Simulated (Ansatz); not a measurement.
# CH3Si (quartet): wave-function methods side by side, cc-pVDZ

Aim: climb from Hartree-Fock through coupled cluster and multireference methods for CH3Si (quartet) at one geometry and basis, and see what each rung misses.

Computed with Ansatz 0.2.0, Gaussian basis. Level: cc-pVDZ, core rule «outside noble gas», up to 6 orbitals frozen.

The runs, in order: UHF; CCSD(T) on ROHF; CCSD(T) on UHF; BCCD(T) on ROHF; CISD; CCSDT(Q) on ROHF; CCSDT(Q) on UHF; CASSCF and MRCISD+Q, 11 electrons in 11 orbitals; CASSCF and NEVPT2, 11 electrons in 11 orbitals.

17 further runs of the same task are left out: 6 that didn't finish, 11 set aside as unsound or not needed.

### 1 The geometry

The geometry is a PBE0/def2-TZVP stationary point (not a proven minimum) of the parent state, kept for this charge and spin.

5 atoms, charge 0, spin multiplicity 4.

Atoms are counted from 1 here; the program's logs count them from 0.

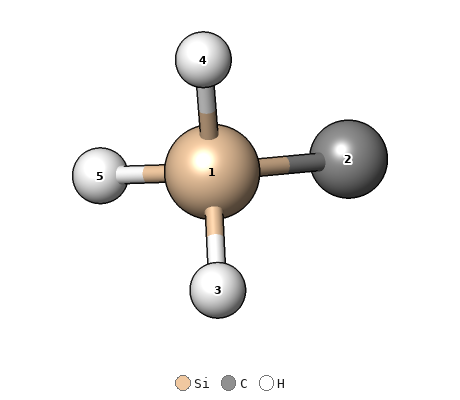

The structure; silicon light orange, carbon grey, hydrogen white; atoms are numbered from 1 in the order of the file.

In the tables R marks a restricted open-shell determinant and U an unrestricted one; 'valence' is the active space of 11 electrons in 11 orbitals; energies count from the table's Hartree-Fock row.

### 2 UHF

Input file in.yaml:

```yaml
crystal:
  periodic: [false, false, false]
  atoms:
    - {symbol: Si, position_ang: [-0.002716, 0.000000, 0.492711]}
    - {symbol: C, position_ang: [0.023717, -0.000001, -1.396758]}
    - {symbol: H, position_ang: [0.630455, -1.216386, 1.069825]}
    - {symbol: H, position_ang: [0.630650, 1.216284, 1.069826]}
    - {symbol: H, position_ang: [-1.468051, 0.000117, 0.775218]}
basis:
  gaussian: {orbitals: cc-pVDZ}
magnetization: {spin_polarized: true, initial_magnetization: 3}
hamiltonian: {xc: hf}
output: {orbitals: {seedname: orbitals}}
```

The run is started by

```sh
> ansatz run in.yaml --threads 1 --pin off --events-out ev --progress --plain --max-ram 2393MiB
```

Log:

```text
Functional definition: HF
  name "HF"
  cite "Fock, Z. Phys. 61, 126 (1930) doi:10.1007/BF01340294"
  parent pbe
  exchange = exact_x
  correlation = 0
444 factors; integrals over basis functions are off by at most 1.1e-3 eV
mean field evaluation 1: about -8934.4685 eV, gradient 9.7e0 eV
mean field evaluation 2: about -8934.4713 eV, gradient 9.7e0 eV
mean field evaluation 4: about -8936.1193 eV, gradient 1.8e0 eV
mean field evaluation 8: about -8936.2346 eV, gradient 4.5e-3 eV
mean field -8936.23456807 eV, -328.4005631792 hartree, gradient 2.7e-5 eV, S^2 3.755909; 0 other end points of the search recorded, 0 dependent functions left out
reference -8936.23456807 eV, -328.4005631792 hartree; 13, 10 occupied and 34, 37 virtual orbitals, 444 factors
Total energy: -8936.23456807 eV, -328.4005631792 hartree
```

Wall time 0.3 s (1 thread of Arm Neoverse V1, shared host).

From the report: ⟨S²⟩ of the determinant 3.756 (pure quartet: 3.75).

### 3 CCSD(T) on ROHF

in.yaml: that of step 2 with these lines changed.

```diff
@@ -10,4 +10,3 @@
   gaussian: {orbitals: cc-pVDZ}
-magnetization: {spin_polarized: true, initial_magnetization: 3}
-hamiltonian: {xc: hf}
-output: {orbitals: {seedname: orbitals}}
+magnetization: {spin_polarized: false, initial_magnetization: 3}
+correlation: {method: ccsd_t, electrons: outside_noble_gas}
```

The command is unchanged.

Log (excerpt; [...] marks lines left out):

```text
Functional definition: HF
  name "HF"
  cite "Fock, Z. Phys. 61, 126 (1930) doi:10.1007/BF01340294"
  parent pbe
[...]
444 factors; integrals over basis functions are off by at most 1.1e-3 eV
[...]
mean field -8936.17868685 eV, -328.3985095823 hartree, gradient 1.8e-6 eV, S^2 3.750000; 0 other end points of the search recorded, 0 dependent functions left out
6 core orbitals not correlated: weight in the atoms' cores, before any rotation towards them, 1.000 or more for the frozen orbitals, at most 0.000 for the correlated occupied ones
reference -8936.17868685 eV, -328.3985095823 hartree; 7, 4 occupied and 34, 37 virtual orbitals, 444 factors
second order -4.33817848 eV of doubles, -0.03508974 eV of singles
cycle   1  -5.16005693 eV  change   -7.9e-1 eV  update   6.5e-2
[...]
cycle  10  -5.46378059 eV  change   -7.5e-6 eV  update   6.7e-6
perturbative correction -0.11853597 eV, -0.0043561167 hartree
Total energy: -8941.76100342 eV, -328.6036559323 hartree
```

It took 1.1 s on 1 thread of Arm Neoverse V1, shared host.

From the report: correlation -5.5823 eV; T1 0.021; largest double amplitude 0.03.

### 4 CCSD(T) on UHF

in.yaml: that of step 3 with these lines changed.

```diff
@@ -10,3 +10,3 @@
   gaussian: {orbitals: cc-pVDZ}
-magnetization: {spin_polarized: false, initial_magnetization: 3}
+magnetization: {spin_polarized: true, initial_magnetization: 3}
 correlation: {method: ccsd_t, electrons: outside_noble_gas}
```

The command is unchanged.

Log (excerpt; [...] marks lines left out):

```text
Functional definition: HF
  name "HF"
  cite "Fock, Z. Phys. 61, 126 (1930) doi:10.1007/BF01340294"
  parent pbe
[...]
444 factors; integrals over basis functions are off by at most 1.1e-3 eV
[...]
mean field -8936.23456807 eV, -328.4005631792 hartree, gradient 2.4e-6 eV, S^2 3.755908; 0 other end points of the search recorded, 0 dependent functions left out
6 core orbitals not correlated: weight in the atoms' cores, before any rotation towards them, 1.000 or more for the frozen orbitals, at most 0.000 for the correlated occupied ones
reference -8936.23456807 eV, -328.4005631792 hartree; 7, 4 occupied and 34, 37 virtual orbitals, 444 factors
second order -4.32620463 eV of doubles, -0.00000000 eV of singles
cycle   1  -5.10231471 eV  change   -7.8e-1 eV  update   6.5e-2
[...]
cycle  10  -5.40933589 eV  change   -7.4e-6 eV  update   6.6e-6
perturbative correction -0.11823159 eV, -0.0043449309 hartree
Total energy: -8941.76213555 eV, -328.6036975374 hartree
```

Run time: 0.99 s. Hardware: 1 thread of Arm Neoverse V1, shared host.

From the report: ⟨S²⟩ of the determinant 3.756 (pure quartet: 3.75); correlation -5.5276 eV; T1 0.019; largest double amplitude 0.03.

### 5 BCCD(T) on ROHF

in.yaml: that of step 4 with these lines changed.

```diff
@@ -10,3 +10,3 @@
   gaussian: {orbitals: cc-pVDZ}
-magnetization: {spin_polarized: true, initial_magnetization: 3}
-correlation: {method: ccsd_t, electrons: outside_noble_gas}
+magnetization: {spin_polarized: false, initial_magnetization: 3}
+correlation: {method: bccd_t, electrons: outside_noble_gas}
```

The command is unchanged.

Log (excerpt; [...] marks lines left out):

```text
Functional definition: HF
  name "HF"
  cite "Fock, Z. Phys. 61, 126 (1930) doi:10.1007/BF01340294"
  parent pbe
[...]
444 factors; integrals over basis functions are off by at most 1.1e-3 eV
[...]
mean field -8936.17868685 eV, -328.3985095823 hartree, gradient 1.8e-6 eV, S^2 3.750000; 0 other end points of the search recorded, 0 dependent functions left out
6 core orbitals not correlated: weight in the atoms' cores, before any rotation towards them, 1.000 or more for the frozen orbitals, at most 0.000 for the correlated occupied ones
reference -8936.17868685 eV, -328.3985095823 hartree; 7, 4 occupied and 34, 37 virtual orbitals, 444 factors
second order -4.33817848 eV of doubles, -0.03508974 eV of singles
cycle   1  -5.17815970 eV  change   -8.0e-1 eV  update   6.5e-2
[...]
cycle  10  -5.45943595 eV  change   -1.1e-5 eV  update   7.9e-6
perturbative correction -0.12397299 eV, -0.0045559234 hartree
Total energy: -8941.76209579 eV, -328.6036960763 hartree
```

It took 1.4 s on 1 thread of Arm Neoverse V1, shared host.

From the report: correlation -5.5834 eV; largest double amplitude 0.03.

### 6 CISD

in.yaml: that of step 5 with these lines changed.

```diff
@@ -11,2 +11,2 @@
 magnetization: {spin_polarized: false, initial_magnetization: 3}
-correlation: {method: bccd_t, electrons: outside_noble_gas}
+correlation: {active_space: {ras: {orbitals: [4, 3, 34], electrons: 11, max_holes: 2, max_particles: 2}, fixed_orbitals: true}}
```

Same command.

Log:

```text
Functional definition: HF
  name "HF"
  cite "Fock, Z. Phys. 61, 126 (1930) doi:10.1007/BF01340294"
  parent pbe
  exchange = exact_x
  correlation = 0
444 factors; integrals over basis functions are off by at most 1.1e-3 eV
mean field evaluation 1: about -8934.1677 eV, gradient 1.2e1 eV
mean field evaluation 2: about -8934.1704 eV, gradient 1.2e1 eV
mean field evaluation 4: about -8936.1056 eV, gradient 1.6e0 eV
mean field evaluation 8: about -8936.1787 eV, gradient 2.2e-3 eV
mean field -8936.17868685 eV, -328.3985095823 hartree, gradient 1.8e-6 eV, S^2 3.750000; 0 other end points of the search recorded, 0 dependent functions left out
reference -8936.17868685 eV, -328.3985095823 hartree; 13, 10 occupied and 34, 37 virtual orbitals, 444 factors
state -8941.29609182 eV, -328.5865707461 hartree
Total energy: -8941.29609182 eV, -328.5865707461 hartree
```

Run time: 12 s. Hardware: 1 thread of Arm Neoverse V1, shared host.

From the report: 123,867 determinants.

### 7 CCSDT(Q) on ROHF

in.yaml: that of step 6 with these lines changed.

```diff
@@ -11,2 +11,2 @@
 magnetization: {spin_polarized: false, initial_magnetization: 3}
-correlation: {active_space: {ras: {orbitals: [4, 3, 34], electrons: 11, max_holes: 2, max_particles: 2}, fixed_orbitals: true}}
+correlation: {method: ccsdt_q, electrons: outside_noble_gas}
```

The command is unchanged.

Log (excerpt; [...] marks lines left out):

```text
Functional definition: HF
  name "HF"
  cite "Fock, Z. Phys. 61, 126 (1930) doi:10.1007/BF01340294"
  parent pbe
[...]
894 factors; integrals over basis functions are off by at most 2.0e-7 eV
[...]
mean field -8936.17874384 eV, -328.3985116766 hartree, gradient 1.8e-6 eV, S^2 3.750000; 0 other end points of the search recorded, 0 dependent functions left out
6 core orbitals not correlated: weight in the atoms' cores, before any rotation towards them, 1.000 or more for the frozen orbitals, at most 0.000 for the correlated occupied ones
reference -8936.17874384 eV, -328.3985116766 hartree; 7, 4 occupied and 34, 37 virtual orbitals, 894 factors
second order -4.33820184 eV of doubles, -0.03508996 eV of singles
cycle   1  -5.16004079 eV  change   -7.9e-1 eV  update   7.1e-2
[...]
cycle  16  -5.61032211 eV  change    4.9e-7 eV  update   3.0e-7
perturbative correction -0.00482511 eV, -0.0001773196 hartree
Total energy: -8941.79389106 eV, -328.6048645310 hartree
```

Run time: 30 s. Hardware: 1 thread of Arm Neoverse V1, shared host; peak memory 0.53 GiB.

From the report: correlation -5.6151 eV; T1 0.022; largest double amplitude 0.03.

### 8 CCSDT(Q) on UHF

in.yaml: that of step 7 with these lines changed.

```diff
@@ -10,3 +10,3 @@
   gaussian: {orbitals: cc-pVDZ}
-magnetization: {spin_polarized: false, initial_magnetization: 3}
+magnetization: {spin_polarized: true, initial_magnetization: 3}
 correlation: {method: ccsdt_q, electrons: outside_noble_gas}
```

Same command.

Log (excerpt; [...] marks lines left out):

```text
Functional definition: HF
  name "HF"
  cite "Fock, Z. Phys. 61, 126 (1930) doi:10.1007/BF01340294"
  parent pbe
[...]
894 factors; integrals over basis functions are off by at most 2.0e-7 eV
[...]
mean field -8936.23462531 eV, -328.4005652827 hartree, gradient 2.4e-6 eV, S^2 3.755908; 0 other end points of the search recorded, 0 dependent functions left out
6 core orbitals not correlated: weight in the atoms' cores, before any rotation towards them, 1.000 or more for the frozen orbitals, at most 0.000 for the correlated occupied ones
reference -8936.23462531 eV, -328.4005652827 hartree; 7, 4 occupied and 34, 37 virtual orbitals, 894 factors
second order -4.32622768 eV of doubles, -0.00000000 eV of singles
cycle   1  -5.10229811 eV  change   -7.8e-1 eV  update   7.0e-2
[...]
cycle  16  -5.55548269 eV  change    4.1e-7 eV  update   3.0e-7
perturbative correction -0.00502284 eV, -0.0001845858 hartree
Total energy: -8941.79513083 eV, -328.6049100916 hartree
```

It took 26 s on 1 thread of Arm Neoverse V1, shared host; peak memory 0.41 GiB.

From the report: ⟨S²⟩ of the determinant 3.756 (pure quartet: 3.75); correlation -5.5605 eV; T1 0.020; largest double amplitude 0.03.

### 9 CASSCF and MRCISD+Q, 11 electrons in 11 orbitals

in.yaml: that of step 8 with these lines changed.

```diff
@@ -10,3 +10,3 @@
   gaussian: {orbitals: cc-pVDZ}
-magnetization: {spin_polarized: true, initial_magnetization: 3}
-correlation: {method: ccsdt_q, electrons: outside_noble_gas}
+magnetization: {spin_polarized: false, initial_magnetization: 3}
+correlation: {method: fic_mrcisd_q, electrons: outside_noble_gas, active_space: {window: {electrons: 11, orbitals: 11}, shells: [{species: C, l: s, shell: 2}, {species: C, l: p, shell: 2}, {species: H, l: s, shell: 1}, {species: Si, l: s, shell: 3}, {species: Si, l: p, shell: 3}]}}
```

The command is unchanged.

Log (excerpt; [...] marks lines left out):

```text
Functional definition: HF
  name "HF"
  cite "Fock, Z. Phys. 61, 126 (1930) doi:10.1007/BF01340294"
  parent pbe
[...]
894 factors; integrals over basis functions are off by at most 2.0e-7 eV
[...]
mean field -8936.17874384 eV, -328.3985116766 hartree, gradient 1.8e-6 eV, S^2 3.750000; 0 other end points of the search recorded, 0 dependent functions left out
reference -8936.17874384 eV, -328.3985116766 hartree; 13, 10 occupied and 34, 37 virtual orbitals, 894 factors
state -8937.82258028 eV, -328.4589215515 hartree
contracted CI cycle   1: correlation 0.00000000 eV, 0.0000000000 hartree, residual 1.53e1 eV
contracted CI cycle   2: correlation -3.52444588 eV, -0.1295209973 hartree, residual 3.05e0 eV
contracted CI cycle   3: correlation -3.67101318 eV, -0.1349072459 hartree, residual 6.46e-1 eV
contracted CI cycle   4: correlation -3.67788351 eV, -0.1351597262 hartree, residual 1.49e-1 eV
contracted CI cycle   5: correlation -3.67821134 eV, -0.1351717736 hartree, residual 3.10e-2 eV
contracted CI cycle   6: correlation -3.67822642 eV, -0.1351723278 hartree, residual 7.27e-3 eV
contracted CI cycle   7: correlation -3.67822725 eV, -0.1351723583 hartree, residual 1.68e-3 eV
contracted CI cycle   8: correlation -3.67822729 eV, -0.1351723598 hartree, residual 3.64e-4 eV
state -8937.82258028 eV, -328.4589215515 hartree; corrected -8941.74133690 eV, -328.6029332010 hartree
Total energy: -8941.74133690 eV, -328.6029332010 hartree
Checks for a lower state left out: starts, orbital_swaps
```

Run time: 16 s. Hardware: 1 thread of Arm Neoverse V1, shared host; peak memory 0.92 GiB.

From the report: 54,692 determinants; active occupations 1.99, 1.98, 1.98, 1.98, 1.00, 1.00, 1.00, 0.03, 0.02, 0.02, 0.02.

### 10 CASSCF and NEVPT2, 11 electrons in 11 orbitals

Input file in.yaml:

```yaml
crystal:
  periodic: [false, false, false]
  atoms:
    - {symbol: Si, position_ang: [-0.002716, 0.000000, 0.492711]}
    - {symbol: C, position_ang: [0.023717, -0.000001, -1.396758]}
    - {symbol: H, position_ang: [0.630455, -1.216386, 1.069825]}
    - {symbol: H, position_ang: [0.630650, 1.216284, 1.069826]}
    - {symbol: H, position_ang: [-1.468051, 0.000117, 0.775218]}
basis:
  gaussian: {orbitals: cc-pVDZ}
magnetization: {spin_polarized: false, initial_magnetization: 3}
correlation: {method: sc_nevpt2, electrons: outside_noble_gas, active_space: {window: {electrons: 11, orbitals: 11}, shells: [{species: C, l: s, shell: 2}, {species: C, l: p, shell: 2}, {species: H, l: s, shell: 1}, {species: Si, l: s, shell: 3}, {species: Si, l: p, shell: 3}]}}
```

The command is unchanged.

Log:

```text
Functional definition: HF
  name "HF"
  cite "Fock, Z. Phys. 61, 126 (1930) doi:10.1007/BF01340294"
  parent pbe
  exchange = exact_x
  correlation = 0
894 factors; integrals over basis functions are off by at most 2.0e-7 eV
mean field evaluation 1: about -8934.1676 eV, gradient 1.2e1 eV
mean field evaluation 2: about -8934.1704 eV, gradient 1.2e1 eV
mean field evaluation 4: about -8936.1056 eV, gradient 1.6e0 eV
mean field evaluation 8: about -8936.1787 eV, gradient 2.2e-3 eV
mean field -8936.17874384 eV, -328.3985116766 hartree, gradient 1.8e-6 eV, S^2 3.750000; 0 other end points of the search recorded, 0 dependent functions left out
reference -8936.17874384 eV, -328.3985116766 hartree; 13, 10 occupied and 34, 37 virtual orbitals, 894 factors
state -8937.82258028 eV, -328.4589215515 hartree
state -8937.82258028 eV, -328.4589215515 hartree; corrected -8940.70549192 eV, -328.5648666003 hartree
Total energy: -8940.70549192 eV, -328.5648666003 hartree
Checks for a lower state left out: starts, orbital_swaps
```

It took 9.5 s on 1 thread of Arm Neoverse V1, shared host.

From the report: 54,692 determinants; active occupations 1.99, 1.98, 1.98, 1.98, 1.00, 1.00, 1.00, 0.03, 0.02, 0.02, 0.02.

### 11 Natural occupations

Natural occupations of the CASSCF valence state about the gap (report; correlated orbitals 1 to 10): 1.986, 1.979, 1.976, 1.976, 1.000, 1.000, 1.000, 0.029, 0.019, 0.019. The count of effectively unpaired electrons, Σ n²(2 − n)², is 3.01; a single determinant of this spin has 3.

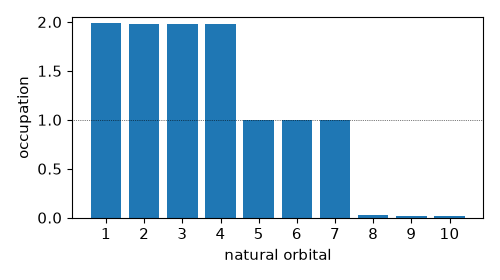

Natural occupations of the CASSCF valence state.

### 12 All levels against the top one

The yardstick is UCCSDT(Q), where the cluster series has nearly closed. Rows without a time come out of other runs: HF, MP2 and CCSD of CCSD(T), CCSDT of CCSDT(Q), CASSCF and MRCISD of the multireference runs.

```csv
method,energy from the lowest RHF (kJ/mol),from UCCSDT(Q) (kJ/mol),time
RHF,0.0,+541.9,
UHF,-5.4,+536.5,
RMP2,-422.0,+119.9,
UMP2,-422.8,+119.1,
CISD,-493.8,+48.1,12 s
RCCSD,-527.2,+14.7,
UCCSD,-527.3,+14.6,
RCCSD(T),-538.6,+3.3,1.1 s
UCCSD(T),-538.7,+3.2,0.99 s
BCCD(T),-538.7,+3.2,1.4 s
RCCSDT,-541.3,+0.6,
UCCSDT,-541.4,+0.5,
RCCSDT(Q),-541.8,+0.1,30 s
UCCSDT(Q),-541.9,0,26 s
CASSCF valence,-158.6,+383.3,
NEVPT2 valence,-436.8,+105.1,9.5 s
MRCISD valence,-513.5,+28.4,
MRCISD+Q valence,-536.7,+5.2,16 s
```

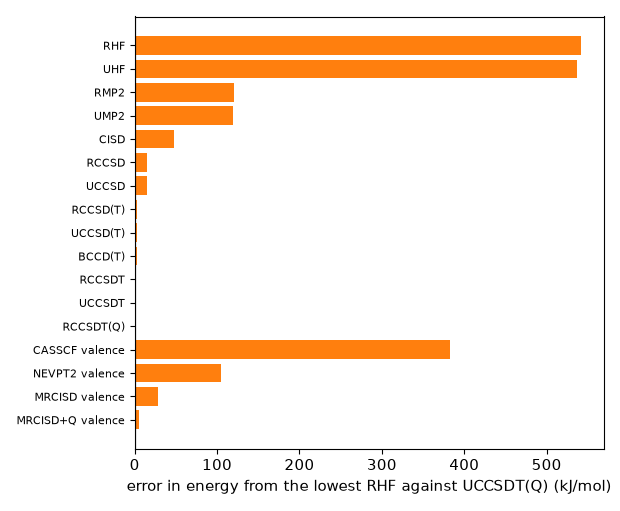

Deviations from UCCSDT(Q), method by method.

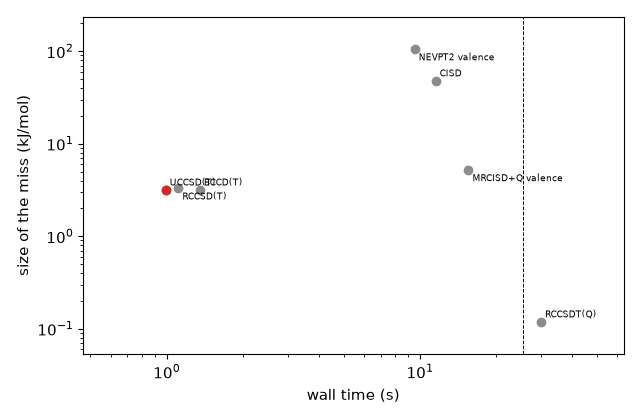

Accuracy for the time spent; red marks the levels that beat every quicker one drawn (of those quicker than the yardstick), and the dashed line is the time of UCCSDT(Q). Times are from a shared host.

### 13 Results

| quantity | value |
| --- | --- |
| UCCSDT(Q) below the RHF energy | -5.6164 eV |
| RMP2 from UCCSDT(Q) | +119.9 kJ/mol |
| UMP2 from UCCSDT(Q) | +119.1 kJ/mol |
| RCCSD from UCCSDT(Q) | +14.7 kJ/mol |
| RCCSD(T) from UCCSDT(Q) | +3.3 kJ/mol |
| UCCSD(T) from UCCSDT(Q) | +3.2 kJ/mol |
| RCCSDT(Q) from UCCSDT(Q) | +0.1 kJ/mol |
| NEVPT2 valence from UCCSDT(Q) | +105.1 kJ/mol |
| MRCISD+Q valence from UCCSDT(Q) | +5.2 kJ/mol |
| levels within 1 kcal/mol (43 meV) | RCCSD(T), UCCSD(T), BCCD(T), RCCSDT, UCCSDT, RCCSDT(Q) |
| T1 diagnostic | 0.021 |
| effectively unpaired electrons | 3.01 |

**Reading.** RCCSD(T) misses by +3.3 kJ/mol, 0.6 % of the correlation energy. One determinant dominates. Of the multireference levels listed MRCISD+Q valence comes nearest in total energy (+5.2 kJ/mol), which doesn't show that its space is the better one. These misses are within one basis, not against nature; the frozen cores of restricted and unrestricted runs differ, which can shift their rows.

UCCSD(T) reaches 3.2 kJ/mol from the reference in 0.99 s, where UCCSDT(Q) took 26 s.
